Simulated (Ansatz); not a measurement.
| atom | x (Å) | y (Å) | z (Å) |
| --- | --- | --- | --- |
| Al | -0.3516 | 0.5316 | -0.9607 |
| C | 1.5595 | -0.0352 | 1.6062 |
| H | 0.5127 | -0.3676 | 1.4867 |
| H | 1.9126 | -0.3822 | 2.5902 |
| H | 1.6243 | 1.0634 | 1.5662 |
| H | 2.1963 | -0.4686 | 0.8196 |
| H | -1.4339 | -0.3414 | 0.0078 |

Computed with RKS PBE-D4/6-31G* (Ansatz).

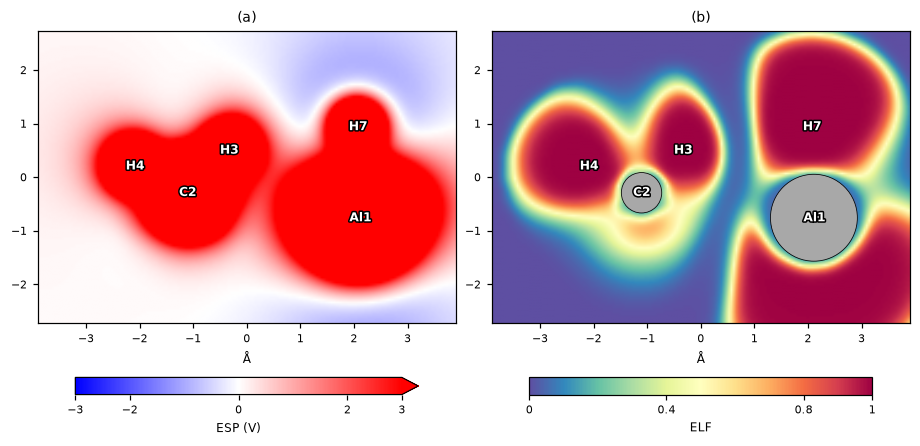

AlH···CH4. (a) molecular electrostatic potential; (b) electron localisation function on the plane of atoms H3, C2 and H4. Grey discs cover the atomic cores in the ELF map.

Describe what can be read from this map.

Answer. The plane passes through Al, C and H nuclei.
Al1···H3 (2.75 Å): the ELF dips to about 0.05 between them.
C–H (1.10 Å): the ELF climbs to about 1 towards the hydrogen, as it does in any bond to H (a covalent bond by its length).
Al–H (1.69 Å): the ELF climbs to about 1 towards the hydrogen.
The ELF also peaks beside Al1, away from the bonds: lone-pair regions.
Outside the dense part of the complex the potential is most negative (−0.9 V) near H7.
